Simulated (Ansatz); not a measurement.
# C₂H₅O₂Si radical: one molecule under many settings

Aim: run C₂H₅O₂Si radical under a spread of inputs, and see what each costs and gives.

Program: Ansatz 0.2.0, Gaussian basis. Level of theory: the settings change from run to run. These are calculated values, not measurements.

## 1. The relaxed structure

The geometry comes from an earlier relaxation with PBE0-D4 in a triple-zeta def2 set; it is a stationary point, not always the lowest conformer.

SMILES `C=C[Si](O)O`, 10 atoms, charge 0, spin multiplicity 2.

Atoms are counted from 1 here; the program's logs count them from 0.

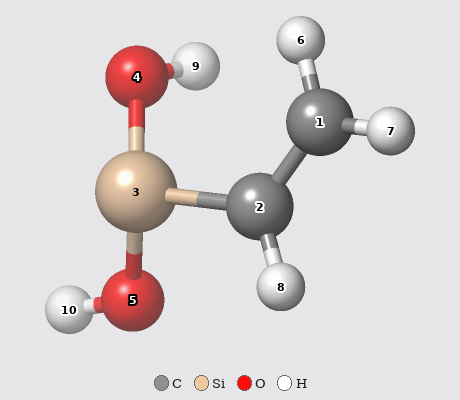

The structure; carbon grey, silicon light orange, oxygen red, hydrogen white; atoms are numbered from 1 in the order of the file.

## 2. HF/x2c-TZVPPall

This run has charge -1, multiplicity 1.

in.yaml

```yaml
crystal:
  periodic: [false, false, false]
  atoms:
    - {symbol: C, position_ang: [-1.611516, -0.800394, 0.058473]}
    - {symbol: C, position_ang: [-0.499895, -0.609401, -0.651521]}
    - {symbol: Si, position_ang: [0.618787, 0.838474, -0.377482]}
    - {symbol: O, position_ang: [0.425845, 1.478131, 1.128743]}
    - {symbol: O, position_ang: [2.146473, 0.275822, -0.653083]}
    - {symbol: H, position_ang: [-1.895126, -0.127202, 0.862809]}
    - {symbol: H, position_ang: [-2.284532, -1.631599, -0.132060]}
    - {symbol: H, position_ang: [-0.266573, -1.295531, -1.463488]}
    - {symbol: H, position_ang: [0.594565, 0.898917, 1.877611]}
    - {symbol: H, position_ang: [2.855075, 0.921581, -0.647101]}
basis:
  gaussian: {orbitals: x2c-TZVPPall}
total_charge: -1
hamiltonian: {xc: {name: HF}}
```

Started as:

```console
$ ansatz run in.yaml --threads 4 --pin off --events-out ev --progress --plain --max-ram 10444MiB
```

The log of the run:

```text
Functional definition: HF
  name "HF"
  cite "Fock, Z. Phys. 61, 126 (1930) doi:10.1007/BF01340294"
  parent pbe
  exchange = exact_x
  correlation = 0
1474 factors; their error is unknown
mean field evaluation 1: about -14096.4587 eV, gradient 3.5e1 eV
mean field evaluation 2: about -14099.0123 eV, gradient 1.7e1 eV
mean field evaluation 4: about -14099.6296 eV, gradient 9.7e-1 eV
mean field evaluation 8: about -14099.6370 eV, gradient 6.5e-2 eV
mean field evaluation 16: about -14096.5775 eV, gradient 1.3e1 eV
mean field -14099.80685546 eV, -518.1583447460 hartree, gradient 2.6e-5 eV, S^2 0.000000; 0 other end points of the search recorded, 0 dependent functions left out
reference -14099.80685546 eV, -518.1583447460 hartree; 24, 24 occupied and 212, 212 virtual orbitals, 1474 factors
Total energy: -14099.80685546 eV, -518.1583447460 hartree
Relativity: scalar
```

Wall time 2.6 s (4 threads of Arm Neoverse V2, shared host); peak memory 0.61 GiB.

## 3. rPW86-PBE/def2-SVPD

Set apart from the defaults: atoms shaken by 0.08 Å, D3(BJ) dispersion, the search for lower states set to full.

in.yaml

```yaml
crystal:
  periodic: [false, false, false]
  atoms:
    - {symbol: C, position_ang: [-1.654673, -0.736365, 0.052800]}
    - {symbol: C, position_ang: [-0.457432, -0.647695, -0.543510]}
    - {symbol: Si, position_ang: [0.488274, 0.810901, -0.485648]}
    - {symbol: O, position_ang: [0.321706, 1.560486, 1.029497]}
    - {symbol: O, position_ang: [2.074887, 0.164569, -0.540421]}
    - {symbol: H, position_ang: [-1.835933, -0.169039, 0.789477]}
    - {symbol: H, position_ang: [-2.166607, -1.484697, -0.105185]}
    - {symbol: H, position_ang: [-0.244786, -1.422892, -1.376315]}
    - {symbol: H, position_ang: [0.714663, 0.879415, 1.908577]}
    - {symbol: H, position_ang: [2.932946, 0.905656, -0.848720]}
basis:
  gaussian: {orbitals: def2-SVPD}
magnetization: {spin_polarized: true, initial_magnetization: 1}
hamiltonian: {xc: {name: rPW86-PBE}, dispersion: d3bj}
scf: {lower_state_search: full}
output: {forces: true}
```

The command is unchanged.

The log of the run, cut to the lines that bear on the results:

```text
Functional definition: rPW86-PBE
  name "rPW86-PBE"
  cite "Murray, Lee & Langreth, J. Chem. Theory Comput. 5, 2754 (2009) doi:10.1021/ct900365q"
  cite "Perdew, Burke & Ernzerhof, Phys. Rev. Lett. 77, 3865 (1996) doi:10.1103/PhysRevLett.77.3865"
  parent pbe
[...]
1256 factors; their error is unknown
[...]
mean field -14138.36645501 eV, -519.5753838928 hartree, gradient 5.4e-5 eV, S^2 0.753101; 3 other end points of the search recorded, 0 dependent functions left out
[...]
reference -14138.36658123 eV, -519.5753885310 hartree; 24, 23 occupied and 126, 127 virtual orbitals, 1256 factors
Total energy: -14138.58575931 eV, -519.5834431769 hartree
Atom 0 at    -1.654673    -0.736365     0.052800 Å, force     6.850742     2.400801    -3.064889 eV/Å
Atom 1 at    -0.457432    -0.647695    -0.543510 Å, force    -1.235480    -2.865693    -2.599206 eV/Å
Atom 2 at     0.488274     0.810901    -0.485648 Å, force     2.516730     1.679496     0.974114 eV/Å
Atom 3 at     0.321706     1.560486     1.029497 Å, force     1.199913    -2.136404     3.661705 eV/Å
Atom 4 at     2.074887     0.164569    -0.540421 Å, force     4.027836     3.272207    -1.870898 eV/Å
Atom 5 at    -1.835933    -0.169039     0.789477 Å, force    -2.004107     4.997186     5.784627 eV/Å
Atom 6 at    -2.166607    -1.484697    -0.105185 Å, force    -5.937193    -7.972237    -1.690643 eV/Å
Atom 7 at    -0.244786    -1.422892    -1.376315 Å, force    -0.135011     1.004921     1.082801 eV/Å
Atom 8 at     0.714663     0.879415     1.908577 Å, force    -1.545196     2.733804    -3.692758 eV/Å
Atom 9 at     2.932946     0.905656    -0.848720 Å, force    -3.738235    -3.114080     1.415148 eV/Å
Dipole moment:     0.017391    -0.140958    -0.042888 e Å
```

Run time: 19 s. Hardware: 4 threads of Arm Neoverse V2, shared host; peak memory 0.52 GiB.

Largest force 10.083 eV/Å, dipole 0.71 D, ⟨S²⟩ 0.753.

## 4. wB97M-V/6-31++G**

Set apart from the defaults: a point charge of 2.00 e beside it.

in.yaml

```yaml
crystal:
  periodic: [false, false, false]
  atoms:
    - {symbol: C, position_ang: [-1.611516, -0.800394, 0.058473]}
    - {symbol: C, position_ang: [-0.499895, -0.609401, -0.651521]}
    - {symbol: Si, position_ang: [0.618787, 0.838474, -0.377482]}
    - {symbol: O, position_ang: [0.425845, 1.478131, 1.128743]}
    - {symbol: O, position_ang: [2.146473, 0.275822, -0.653083]}
    - {symbol: H, position_ang: [-1.895126, -0.127202, 0.862809]}
    - {symbol: H, position_ang: [-2.284532, -1.631599, -0.132060]}
    - {symbol: H, position_ang: [-0.266573, -1.295531, -1.463488]}
    - {symbol: H, position_ang: [0.594565, 0.898917, 1.877611]}
    - {symbol: H, position_ang: [2.855075, 0.921581, -0.647101]}
basis:
  gaussian: {orbitals: "6-31++G**", point_charges: [{charge: 2.00, position_ang: [5.532, -0.251, -0.893]}]}
magnetization: {spin_polarized: true, initial_magnetization: 1}
hamiltonian: {xc: {name: wB97M-V}}
```

Same command.

The log of the run, cut to the lines that bear on the results:

```text
Functional definition: wB97M-V
  name "wB97M-V"
  cite "Mardirossian & Head-Gordon, J. Chem. Phys. 144, 214110 (2016) doi:10.1063/1.4952647"
  cite "Becke, J. Chem. Phys. 107, 8554 (1997) doi:10.1063/1.475007"
  cite "Vydrov & Van Voorhis, J. Chem. Phys. 133, 244103 (2010) doi:10.1063/1.3521275"
  # Of w^i u^j: cxij and so on, Table III.
[...]
  gx(w, u) = 1 - cx + cx01*u + cx10*w
  gss(w, u) = css00 + css04*u^4 + css10*w + css20*w^2 + css43*w^4*u^3
  gos(w, u) = cos00 + cos10*w + (cos20 + cos21*u)*w^2 + (cos60 + cos61*u)*w^6
[...]
      + integral(e_c_pw_mod_opposite_spin*gos(b97_w_opposite, b97_u_opposite)) + vv10(b, c)
1235 factors; their error is unknown
320 factors; integrals over basis functions are off by at most 1.3e-5 eV
[...]
mean field -14127.07772989 eV, -519.1605308962 hartree, gradient 4.6e-5 eV, S^2 0.750575; 2 other end points of the search recorded, 0 dependent functions left out
reference -14127.07781495 eV, -519.1605340222 hartree; 24, 23 occupied and 105, 106 virtual orbitals, 1235 factors
Total energy: -14127.07781495 eV, -519.1605340222 hartree
```

Run time: 15 s. Hardware: 4 threads of Arm Neoverse V2, shared host; peak memory 0.66 GiB.

⟨S²⟩ 0.751.

## 5. BHLYP/6-31G

Options: atoms shaken by 0.15 Å, D3(BJ) dispersion, the search for lower states set to full.

in.yaml

```yaml
crystal:
  periodic: [false, false, false]
  atoms:
    - {symbol: C, position_ang: [-1.604775, -0.748108, 0.171695]}
    - {symbol: C, position_ang: [-0.509943, -0.596019, -0.500380]}
    - {symbol: Si, position_ang: [0.516246, 0.422842, -0.084322]}
    - {symbol: O, position_ang: [0.385991, 1.413835, 1.107764]}
    - {symbol: O, position_ang: [2.199292, 0.174406, -0.759192]}
    - {symbol: H, position_ang: [-1.673358, -0.149650, 1.009027]}
    - {symbol: H, position_ang: [-2.409943, -1.503858, -0.364686]}
    - {symbol: H, position_ang: [-0.268119, -1.149331, -1.366312]}
    - {symbol: H, position_ang: [0.717622, 0.877077, 1.741993]}
    - {symbol: H, position_ang: [2.888859, 0.991252, -0.622055]}
basis:
  gaussian: {orbitals: 6-31G}
magnetization: {spin_polarized: true, initial_magnetization: 1}
hamiltonian: {xc: {name: BHLYP}, dispersion: d3bj}
scf: {lower_state_search: full}
```

Same command.

The log of the run, cut to the lines that bear on the results:

```text
Functional definition: BHLYP
  name "BHLYP"
  cite "Becke, J. Chem. Phys. 98, 1372 (1993) doi:10.1063/1.464304"
  cite "Becke, Phys. Rev. A 38, 3098 (1988) doi:10.1103/PhysRevA.38.3098"
  cite "Lee, Yang & Parr, Phys. Rev. B 37, 785 (1988) doi:10.1103/PhysRevB.37.785"
[...]
705 factors; integrals over basis functions are off by at most 2.8e-4 eV
[...]
mean field -14115.15758106 eV, -518.7224735067 hartree, gradient 6.4e-5 eV, S^2 0.785564; 6 other end points of the search recorded, 0 dependent functions left out
reference -14115.15773013 eV, -518.7224789848 hartree; 24, 23 occupied and 35, 36 virtual orbitals, 705 factors
Total energy: -14115.44595842 eV, -518.7330711791 hartree
```

Wall time 3.8 s (4 threads of Arm Neoverse V2, shared host).

⟨S²⟩ 0.786.

## 6. wPBEh/def2-TZVP

Set apart from the defaults: multiplicity 4, coordinates scaled by 0.96.

in.yaml

```yaml
crystal:
  periodic: [false, false, false]
  atoms:
    - {symbol: C, position_ang: [-1.547056, -0.768378, 0.056134]}
    - {symbol: C, position_ang: [-0.479900, -0.585025, -0.625460]}
    - {symbol: Si, position_ang: [0.594035, 0.804935, -0.362383]}
    - {symbol: O, position_ang: [0.408811, 1.419005, 1.083593]}
    - {symbol: O, position_ang: [2.060614, 0.264789, -0.626960]}
    - {symbol: H, position_ang: [-1.819321, -0.122114, 0.828297]}
    - {symbol: H, position_ang: [-2.193151, -1.566335, -0.126777]}
    - {symbol: H, position_ang: [-0.255911, -1.243710, -1.404949]}
    - {symbol: H, position_ang: [0.570783, 0.862961, 1.802507]}
    - {symbol: H, position_ang: [2.740872, 0.884718, -0.621217]}
basis:
  gaussian: {orbitals: def2-TZVP}
magnetization: {spin_polarized: true, initial_magnetization: 3}
hamiltonian: {xc: {name: wPBEh}}
```

Launched as before.

The log of the run, cut to the lines that bear on the results:

```text
Functional definition: wPBEh
  name "wPBEh"
  cite "Heyd, Scuseria & Ernzerhof, J. Chem. Phys. 118, 8207 (2003) doi:10.1063/1.1564060"
  cite "Krukau, Vydrov, Izmaylov & Scuseria, J. Chem. Phys. 125, 224106 (2006) doi:10.1063/1.2404663"
  cite "Heyd & Scuseria, J. Chem. Phys. 120, 7274 (2004) doi:10.1063/1.1668634"
  cite "Ernzerhof & Perdew, J. Chem. Phys. 109, 3313 (1998) doi:10.1063/1.476928"
  cite "Perdew, Burke & Ernzerhof, Phys. Rev. Lett. 77, 3865 (1996) doi:10.1103/PhysRevLett.77.3865"
  parent pbe
[...]
1150 factors; their error is unknown
87 factors; integrals over basis functions are off by at most 3.0e-7 eV
[...]
mean field -14116.11256896 eV, -518.7575686644 hartree, gradient 4.5e-5 eV, S^2 3.758223; 0 other end points of the search recorded, 0 dependent functions left out
reference -14116.11261146 eV, -518.7575702262 hartree; 25, 22 occupied and 166, 169 virtual orbitals, 1150 factors
Total energy: -14116.11261146 eV, -518.7575702262 hartree
```

It took 4.4 s on 4 threads of Arm Neoverse V2, shared host; peak memory 0.55 GiB.

⟨S²⟩ 3.758.

## 7. PBE0-DH/def2-mTZVPP

in.yaml

```yaml
crystal:
  periodic: [false, false, false]
  atoms:
    - {symbol: C, position_ang: [-1.611516, -0.800394, 0.058473]}
    - {symbol: C, position_ang: [-0.499895, -0.609401, -0.651521]}
    - {symbol: Si, position_ang: [0.618787, 0.838474, -0.377482]}
    - {symbol: O, position_ang: [0.425845, 1.478131, 1.128743]}
    - {symbol: O, position_ang: [2.146473, 0.275822, -0.653083]}
    - {symbol: H, position_ang: [-1.895126, -0.127202, 0.862809]}
    - {symbol: H, position_ang: [-2.284532, -1.631599, -0.132060]}
    - {symbol: H, position_ang: [-0.266573, -1.295531, -1.463488]}
    - {symbol: H, position_ang: [0.594565, 0.898917, 1.877611]}
    - {symbol: H, position_ang: [2.855075, 0.921581, -0.647101]}
basis:
  gaussian: {orbitals: def2-mTZVPP}
magnetization: {spin_polarized: true, initial_magnetization: 1}
hamiltonian: {xc: {name: PBE0-DH}}
output: {forces: true}
```

Launched as before.

The log of the run, cut to the lines that bear on the results:

```text
Functional definition: PBE0-DH
  name "PBE0-DH"
  cite "Brémond & Adamo, J. Chem. Phys. 135, 024106 (2011) doi:10.1063/1.3604569"
  cite "Perdew, Burke & Ernzerhof, Phys. Rev. Lett. 77, 3865 (1996) doi:10.1103/PhysRevLett.77.3865"
[...]
1275 factors; integrals over basis functions are off by at most 1.2e-3 eV
[...]
mean field -14115.73095262 eV, -518.7435445226 hartree, gradient 2.7e-6 eV, S^2 0.756827; 0 other end points of the search recorded, 0 dependent functions left out
9 core orbitals not correlated: weight in the atoms' cores, before any rotation towards them, 1.000 or more for the frozen orbitals, at most 0.000 for the correlated occupied ones
reference -14115.73097123 eV, -518.7435452066 hartree; 15, 14 occupied and 114, 115 virtual orbitals, 1275 factors
second order -26.17921184 eV of doubles, -0.00000000 eV of singles
[...]
Total energy: -14119.00337271 eV, -518.8638037428 hartree
Atom 0 at    -1.611516    -0.800394     0.058473 Å, force     0.007584     0.011757     0.009887 eV/Å
Atom 1 at    -0.499895    -0.609401    -0.651521 Å, force    -0.081429    -0.108968    -0.027153 eV/Å
Atom 2 at     0.618787     0.838474    -0.377482 Å, force    -0.043121     0.052001    -0.091694 eV/Å
Atom 3 at     0.425845     1.478131     1.128743 Å, force     0.038740    -0.151288     0.185002 eV/Å
Atom 4 at     2.146473     0.275822    -0.653083 Å, force     0.123792     0.097309     0.035895 eV/Å
Atom 5 at    -1.895126    -0.127202     0.862809 Å, force     0.035603    -0.075493    -0.092758 eV/Å
Atom 6 at    -2.284532    -1.631599    -0.132060 Å, force     0.085516     0.096502     0.017291 eV/Å
Atom 7 at    -0.266573    -1.295531    -1.463488 Å, force    -0.030754     0.065658     0.097511 eV/Å
Atom 8 at     0.594565     0.898917     1.877611 Å, force    -0.029730     0.125197    -0.126296 eV/Å
Atom 9 at     2.855075     0.921581    -0.647101 Å, force    -0.106203    -0.112676    -0.007685 eV/Å
Dipole moment:     0.072406    -0.115156     0.143401 e Å
```

Wall time 11 s (4 threads of Arm Neoverse V2, shared host); peak memory 0.83 GiB.

Largest force 0.242 eV/Å, dipole 0.95 D, ⟨S²⟩ 0.757.

## 8. B3LYP/cc-pVTZ-DK

This run has restricted open-shell orbitals, finite nuclei, D3(BJ) with three-body dispersion.

Edit in.yaml of step 7 so:

```diff
@@ -14,5 +14,4 @@
 basis:
-  gaussian: {orbitals: def2-mTZVPP}
-magnetization: {spin_polarized: true, initial_magnetization: 1}
-hamiltonian: {xc: {name: PBE0-DH}}
-output: {forces: true}
+  gaussian: {orbitals: cc-pVTZ-DK, nuclear_model: gaussian}
+magnetization: {spin_polarized: false, initial_magnetization: 1}
+hamiltonian: {xc: {name: B3LYP}, dispersion: d3bjatm}
```

The command is unchanged.

The log of the run, cut to the lines that bear on the results:

```text
Functional definition: B3LYP
  name "B3LYP"
  cite "Stephens, Devlin, Chabalowski & Frisch, J. Phys. Chem. 98, 11623 (1994) doi:10.1021/j100096a001"
  cite "Becke, Phys. Rev. A 38, 3098 (1988) doi:10.1103/PhysRevA.38.3098"
  cite "Lee, Yang & Parr, Phys. Rev. B 37, 785 (1988) doi:10.1103/PhysRevB.37.785"
  cite "Vosko, Wilk & Nusair, Can. J. Phys. 58, 1200 (1980) doi:10.1139/p80-159"
[...]
1249 factors; their error is unknown
[...]
mean field -14151.42663522 eV, -520.0553366629 hartree, gradient 3.4e-5 eV, S^2 0.750000; 1 other end points of the search recorded, 0 dependent functions left out
reference -14151.42689177 eV, -520.0553460909 hartree; 24, 23 occupied and 200, 201 virtual orbitals, 1249 factors
Total energy: -14151.80448906 eV, -520.0692225355 hartree
Relativity: scalar
```

Wall time 5 s (4 threads of Arm Neoverse V2, shared host); peak memory 0.8 GiB.

## 9. rPW86-PBE/6-31++G**

Options: multiplicity 4, atoms shaken by 0.08 Å, rVV10 dispersion, relativity set to scalar.

in.yaml

```yaml
crystal:
  periodic: [false, false, false]
  atoms:
    - {symbol: C, position_ang: [-1.531704, -0.809141, -0.012566]}
    - {symbol: C, position_ang: [-0.518425, -0.671036, -0.638184]}
    - {symbol: Si, position_ang: [0.538986, 0.979630, -0.421044]}
    - {symbol: O, position_ang: [0.390184, 1.480318, 1.078690]}
    - {symbol: O, position_ang: [2.132930, 0.216224, -0.764212]}
    - {symbol: H, position_ang: [-1.898706, -0.202323, 0.768929]}
    - {symbol: H, position_ang: [-2.277912, -1.604321, -0.048115]}
    - {symbol: H, position_ang: [-0.147644, -1.300224, -1.498124]}
    - {symbol: H, position_ang: [0.600787, 0.926056, 1.924174]}
    - {symbol: H, position_ang: [2.823224, 0.965964, -0.686148]}
basis:
  gaussian: {orbitals: "6-31++G**"}
magnetization: {spin_polarized: true, initial_magnetization: 3}
hamiltonian: {xc: {name: rPW86-PBE}, dispersion: rvv10, pseudopotentials: {relativity: scalar}}
```

Launched as before.

The log of the run, cut to the lines that bear on the results:

```text
Functional definition: rPW86-PBE+rVV10
  name "rPW86-PBE+rVV10"
  cite "Murray, Lee & Langreth, J. Chem. Theory Comput. 5, 2754 (2009) doi:10.1021/ct900365q"
  cite "Perdew, Burke & Ernzerhof, Phys. Rev. Lett. 77, 3865 (1996) doi:10.1103/PhysRevLett.77.3865"
  cite "Vydrov & Van Voorhis, J. Chem. Phys. 133, 244103 (2010) doi:10.1063/1.3521275"
  cite "Sabatini, Gorni & de Gironcoli, Phys. Rev. B 87, 041108(R) (2013) doi:10.1103/PhysRevB.87.041108"
  parent "pbe"
[...]
1235 factors; their error is unknown
[...]
mean field -14154.65805033 eV, -520.1740889779 hartree, gradient 1.2e-5 eV, S^2 3.754199; 10 other end points of the search recorded, 0 dependent functions left out
reference -14154.65821284 eV, -520.1740949500 hartree; 25, 22 occupied and 104, 107 virtual orbitals, 1235 factors
Total energy: -14154.65821284 eV, -520.1740949500 hartree
Relativity: scalar
```

Run time: 19 s. Hardware: 4 threads of Arm Neoverse V2, shared host; peak memory 0.37 GiB.

⟨S²⟩ 3.754.

## 10. wB97/aug-cc-pVDZ

This run has a point charge of -1.00 e beside it, relativity set to scalar.

in.yaml

```yaml
crystal:
  periodic: [false, false, false]
  atoms:
    - {symbol: C, position_ang: [-1.611516, -0.800394, 0.058473]}
    - {symbol: C, position_ang: [-0.499895, -0.609401, -0.651521]}
    - {symbol: Si, position_ang: [0.618787, 0.838474, -0.377482]}
    - {symbol: O, position_ang: [0.425845, 1.478131, 1.128743]}
    - {symbol: O, position_ang: [2.146473, 0.275822, -0.653083]}
    - {symbol: H, position_ang: [-1.895126, -0.127202, 0.862809]}
    - {symbol: H, position_ang: [-2.284532, -1.631599, -0.132060]}
    - {symbol: H, position_ang: [-0.266573, -1.295531, -1.463488]}
    - {symbol: H, position_ang: [0.594565, 0.898917, 1.877611]}
    - {symbol: H, position_ang: [2.855075, 0.921581, -0.647101]}
basis:
  gaussian: {orbitals: aug-cc-pVDZ, point_charges: [{charge: -1.00, position_ang: [6.529, -0.146, 0.829]}]}
magnetization: {spin_polarized: true, initial_magnetization: 1}
hamiltonian: {xc: {name: wB97}, pseudopotentials: {relativity: scalar}}
```

The command is unchanged.

The log of the run, cut to the lines that bear on the results:

```text
Functional definition: wB97
  name "wB97"
  cite "Chai & Head-Gordon, J. Chem. Phys. 128, 084106 (2008) doi:10.1063/1.2834918"
  cite "Becke, J. Chem. Phys. 107, 8554 (1997) doi:10.1063/1.475007"
[...]
  # The coefficients of nought are those of the uniform gas.
[...]
      + integral(e_c_pw_opposite_spin*poly(b97_u_opposite, 1, cos1, cos2, cos3, cos4))
1447 factors; their error is unknown
779 factors; integrals over basis functions are off by at most 1.0e-5 eV
[...]
mean field -14145.10091834 eV, -519.8228708553 hartree, gradient 4.8e-5 eV, S^2 0.754362; 0 other end points of the search recorded, 0 dependent functions left out
reference -14145.10089771 eV, -519.8228700970 hartree; 24, 23 occupied and 140, 141 virtual orbitals, 1447 factors
Total energy: -14145.10089771 eV, -519.8228700970 hartree
Relativity: scalar
```

Wall time 13 s (4 threads of Arm Neoverse V2, shared host); peak memory 0.55 GiB.

⟨S²⟩ 0.754.

## 11. All runs side by side

```csv
level,charge,multiplicity,geometry,functions,energy (eV),time
HF/x2c-TZVPPall,-1,1,relaxed,236,-14099.807,2.6 s
rPW86-PBE/def2-SVPD,0,2,shaken,150,-14138.586,19 s
wB97M-V/6-31++G**,0,2,"relaxed, point charge",129,-14127.078,15 s
BHLYP/6-31G,0,2,shaken,59,-14115.446,3.8 s
wPBEh/def2-TZVP,0,4,scaled,191,-14116.113,4.4 s
PBE0-DH/def2-mTZVPP,0,2,relaxed,138,-14119.003,11 s
B3LYP/cc-pVTZ-DK,0,2,relaxed,224,-14151.804,5 s
rPW86-PBE/6-31++G**,0,4,shaken,129,-14154.658,19 s
wB97/aug-cc-pVDZ,0,2,"relaxed, point charge",164,-14145.101,13 s
```

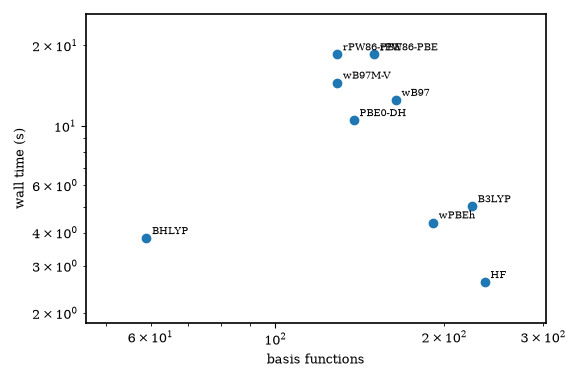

Wall time against the number of basis functions (shared host).

## 12. Results

```
                                         quantity                      value
                                             runs                          9
                                         quickest     HF/x2c-TZVPPall, 2.6 s
                                          slowest  rPW86-PBE/def2-SVPD, 19 s
spread of total energies, same state and geometry                    32.8 eV
```

rPW86-PBE/def2-SVPD took 7 times as long as HF/x2c-TZVPPall. The jobs differ in tasks and options as well as level. Total energies at one charge and spin differ by 33 eV between levels, so only differences within one level mean anything. Some of these runs are scalar-relativistic and others not, which shifts the totals of all-electron atoms past neon by several eV an atom and more; core potentials, where a basis has them, take the core out of the total altogether. At the PBE0-D4/def2-TZVP geometry and in the same state, the sound runs without point charges leave forces up to 0.24 eV/Å (PBE0-DH/def2-mTZVPP), against 10.1 eV/Å where the atoms were moved.
